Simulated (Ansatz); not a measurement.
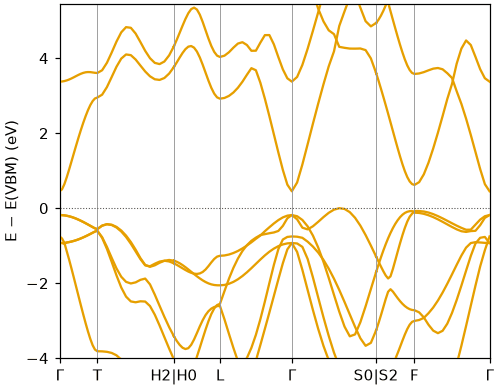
Figure. Band structure from DFT-PBE in the program Ansatz with PAW potentials

Task: Read off the gap and where the band edges lie.

Result: About 0.5 eV (0.45 eV by a search for the band edges); maximum on the Γ–S0 line, 58 % of the way from Γ, minimum at Γ.

The material is ZnSnN₂ in space group R-3m (No. 166; Zn on 3a, Sn on 3b, N on 6c).

The start of the workflow was typed in or built on a structure type; neither database checked (COD, Materials Project) lists it. Its standing as an ambient phase is unchecked. The cell was relaxed with PBE under the symmetry of its start; whether a distortion lowers the energy is not shown. Its formation energy is positive at this level, so the cell may be metastable or incomplete. Scalar-relativistic: spin–orbit coupling is off unless named, which matters more the heavier the elements.

Potentials: the earlier of the program's two PAW sets.
